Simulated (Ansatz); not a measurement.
C, response to strain

Start from C in the diamond structure (space group Fd-3m, No. 227; a = 3.5603 Å).

Strains are applied to the cell and any free atomic positions relax.

All numbers come from Ansatz (a program for electronic structure), r2SCAN, PAW, cutoff 500 eV, no spin-orbit coupling.

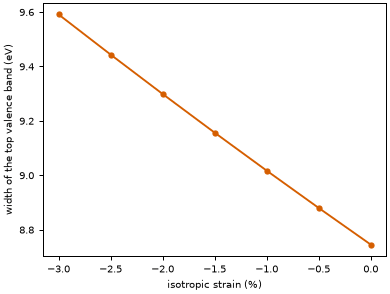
Figure: Width of the top valence band against isotropic strain

```csv
isotropic strain (%),width of the top valence band
-3,9.59 eV
-2.5,9.44 eV
-2,9.30 eV
-1.5,9.16 eV
-1,9.02 eV
-0.5,8.88 eV
```

The levels and masses belong to the bands next to the band gap. Whether these cells are dynamically stable was not tested.
